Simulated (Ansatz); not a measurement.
**B2FH3Si: density, localisation and related maps**

```xyz
7

B    -2.0990    0.3983   -1.3902
B    -2.0539    1.6330   -0.4671
F    -1.8440    2.6467    0.2899
Si   -0.2532    0.1828   -1.5612
H    -2.9715   -0.2473   -1.8684
H     0.4865   -0.8493   -2.3369
H     0.7172    1.0896   -0.8882
```

Geometry: B3LYP/6-31G*.

All numbers below come from isolated molecule in a Gaussian basis; Kohn-Sham density functional theory, functional PBE0 in Ansatz.

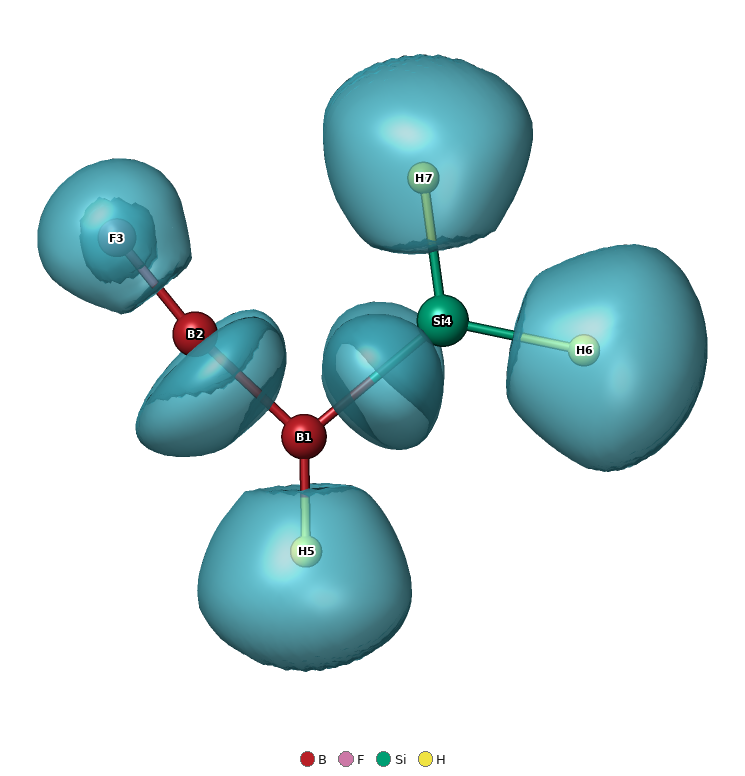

Figure 1. Isosurface of the electron localisation function at 0.75 (cyan), seen across its widest extent. Core shells and regions of very low density are left out.

Question: Where are the electrons localised?

Answer: The ELF exceeds this value in one region between bonded B–B atoms (shared pairs), one region between bonded B–Si atoms (shared pairs), three regions around hydrogen nuclei and one region on F in which the atom's valence shell and bonds are merged. Along the contacts the grid gives the following. B–F (1.28 Å): the ELF peaks at about 0.85 between the atoms, as expected for a polar covalent bond. B–B (1.54 Å): the ELF peaks at about 0.95 between the atoms; a covalent bond.

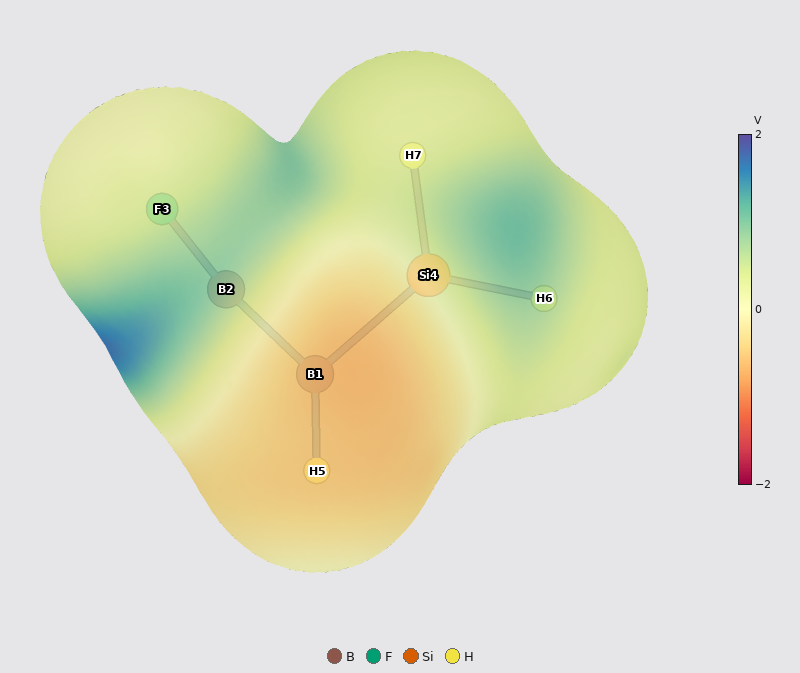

Figure 2. The electrostatic potential painted on the density surface at 0.002 e/bohr³, seen at a tilt; the colour scale runs from red (negative) to blue (positive).

Question: Where is the surface potential most negative and most positive?

Answer: The most negative region (about −0.7 V) lies over H5, the most positive (about +1.6 V) over B2.

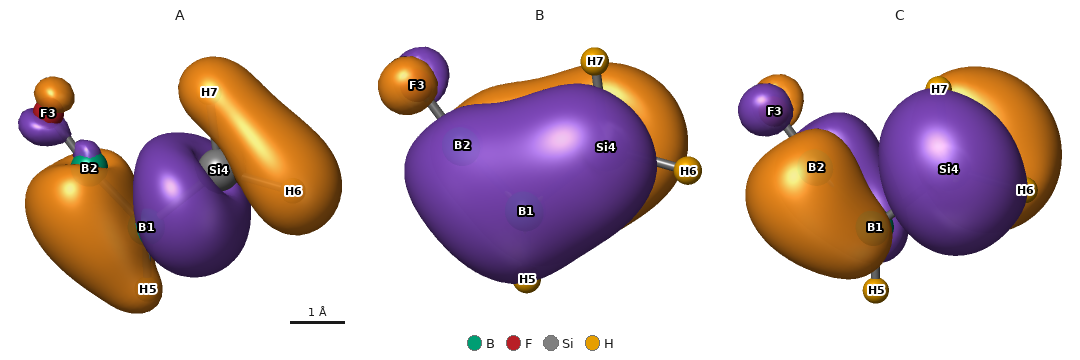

Figure 3. Three frontier orbitals at ±0.08 Å⁻³ᐟ² (orange and purple are the two phases), in no order.

Question: Order the three orbitals by energy and name them.

Answer: A is the HOMO−1 (−8.63 eV). It lies mainly on B1 (about 35 %), Si4 (about 30 %), B2 (about 20 %) and H6 (about 10 %); it is symmetric in the molecular plane (an in-plane orbital: σ, lone-pair or in-plane π type). B is the HOMO (−6.35 eV). By Hirshfeld shares it lies mainly on Si4 (about 35 %), B1 (about 35 %) and B2 (about 20 %); it changes sign across the molecular plane (π type); π-bonding across B1–B2 and B1–Si4. C is the LUMO (−2.03 eV). By Hirshfeld shares it lies mainly on Si4 (about 50 %), B2 (about 25 %) and B1 (about 15 %); it changes sign across the molecular plane (π type); π-bonding across B1–B2.

Question: What is the HOMO–LUMO gap?

Answer: 4.32 eV between the orbital energies.
